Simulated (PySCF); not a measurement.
## Run report: C$_{2}$H$_{3}$F$_{3}$, NMR shielding calculation

- system: C$_{2}$H$_{3}$F$_{3}$ (Ethane, 1,1,2-trifluoro), SMILES FCC(F)F
- method: GIAO KT2/pcSseg-1 NMR shielding, non-relativistic, gas phase (PySCF 2.14.0)

The geometry comes from this level: GFN2-xTB, MD frame at 11700 fs, 800 K. Figures and captions count atoms from 1; the log counts them from 0 in places.

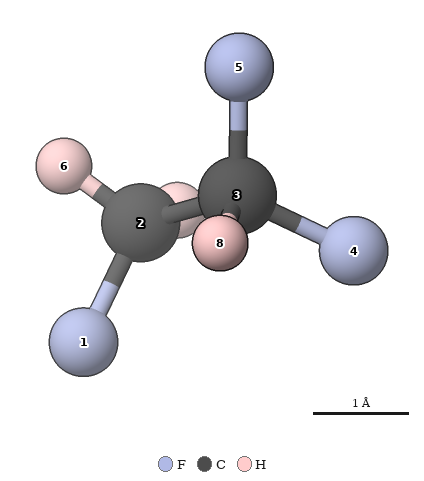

The input geometry (ball-and-stick view, seen at a tilt; atoms are numbered from 1 in the order of the input). Bond lengths as drawn: C–C 1.42 Å, C–F 1.37 to 1.41 Å and C–H 1.02 to 1.22 Å.

Results in brief:

```json
{"quantity": "outcome", "value": "converged"}
{"quantity": "total energy", "value": "−382.644308 hartree"}
{"quantity": "HOMO", "value": "−8.01 eV"}
{"quantity": "LUMO", "value": "−0.47 eV"}
{"quantity": "dipole moment", "value": "1.32 D"}
{"quantity": "isotropic shielding, F", "value": "265.2 to 408.2 ppm"}
{"quantity": "isotropic shielding, C", "value": "57.9 to 112.1 ppm"}
{"quantity": "isotropic shielding, H", "value": "22.8 to 27.6 ppm"}
{"quantity": "hardware", "value": "1 CPU thread, shared host"}
{"quantity": "wall time", "value": "5.4 s"}
{"quantity": "peak memory", "value": "0.41 GiB"}
```

Input file:
```
{"job": {"kind": "nmr", "xc": "KT2", "basis": "pcSseg-1", "pop": false}, "charge": 0, "multiplicity": 1}
F     -1.903752    -2.809010    -4.781212
C     -1.601736    -3.916408    -3.966759
C     -2.664887    -4.861104    -3.891854
F     -2.790912    -5.721729    -4.954074
F     -2.655771    -5.446041    -2.653158
H     -1.195189    -3.468877    -3.149085
H     -0.704660    -4.412118    -4.246312
H     -3.774640    -4.375614    -3.993291
```

The first line tells a small driver script what to run in PySCF; the rest is the geometry in Å.

Run as:
```bash
OMP_NUM_THREADS=1 python <driver script> task.json out
```

Output:
```
coarse grid: 7296 points
cycle   1  E = -382.3627875745  dE =  6.427e-01  |g| = 9.916e-01  |ddm| = 2.310e+00
cycle   2  E = -381.9401906588  dE =  4.226e-01  |g| = 1.921e+00  |ddm| = 1.788e+00
cycle   3  E = -382.5062317463  dE = -5.660e-01  |g| = 1.292e-01  |ddm| = 1.297e+00
cycle   4  E = -382.5093581605  dE = -3.126e-03  |g| = 6.470e-02  |ddm| = 1.361e-01
cycle   5  E = -382.5101166617  dE = -7.585e-04  |g| = 2.319e-02  |ddm| = 4.849e-02
cycle   6  E = -382.5101982830  dE = -8.162e-05  |g| = 5.321e-03  |ddm| = 1.653e-02
cycle   7  E = -382.5102028985  dE = -4.615e-06  |g| = 1.024e-03  |ddm| = 3.733e-03
final grid: 73344 points
cycle   8  E = -382.6440626239  dE = -9.909e-05  |g| = 4.057e-02  |ddm| = 4.154e-02
cycle   9  E = -382.6433862849  dE =  6.763e-04  |g| = 7.668e-02  |ddm| = 6.146e-02
cycle  10  E = -382.6443064102  dE = -9.201e-04  |g| = 2.381e-03  |ddm| = 4.194e-02
cycle  11  E = -382.6443074309  dE = -1.021e-06  |g| = 8.597e-04  |ddm| = 1.894e-03
cycle  12  E = -382.6443075371  dE = -1.062e-07  |g| = 2.302e-04  |ddm| = 6.152e-04
cycle  13  E = -382.6443075459  dE = -8.762e-09  |g| = 5.329e-05  |ddm| = 1.988e-04
cycle  14  E = -382.6443075464  dE = -5.025e-10  |g| = 2.187e-05  |ddm| = 4.921e-05
```

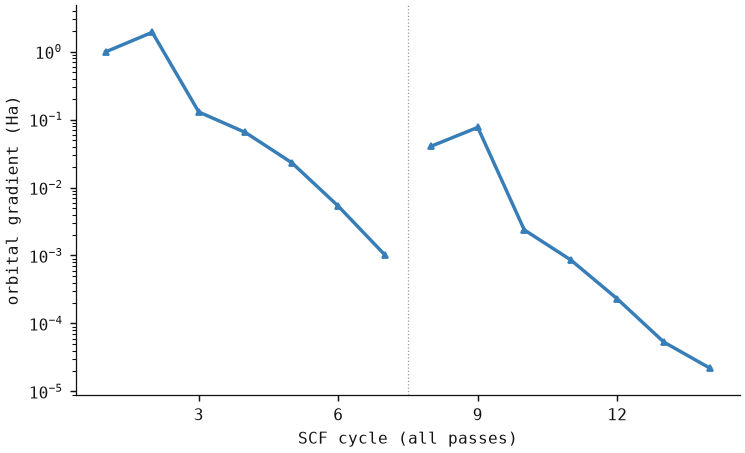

Convergence of the self-consistent field: orbital gradient against the SCF cycle. The dotted line marks the change from a coarse to the final integration grid. The first 7 cycles use a coarse grid, the final grid takes over at cycle 8, and the field converges after 14 cycles in all.

```
converged SCF energy = -382.6443075464

GIAO shielding tensors (ppm)
atom      isotropic    diamagn.    paramagn.     s11        s22        s33       span
  0 F      408.179     470.432     -62.253    342.064    416.771    465.701    123.637
  1 C      112.120     259.183    -147.063     76.107     85.936    174.319     98.212
  2 C       57.929     253.535    -195.607     37.155     63.874     72.757     35.602
  3 F      265.177     456.931    -191.754    176.326    300.828    318.377    142.051
  4 F      289.375     477.000    -187.625    171.823    291.606    404.695    232.872
  5 H       27.591      42.737     -15.146     23.657     27.399     31.715      8.058
  6 H       27.647      28.828      -1.181     25.547     27.569     29.826      4.279
  7 H       22.808      26.376      -3.569     19.803     21.998     26.622      6.819
```

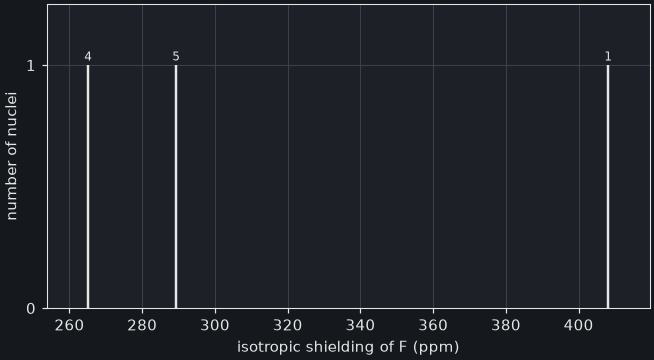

Isotropic shieldings of the fluorine nuclei in this fixed geometry, labelled by atom number; shielding grows to the right, so chemical shift grows to the left. The least shielded is F4 (265.2 ppm), the most shielded F1 (408.2 ppm).
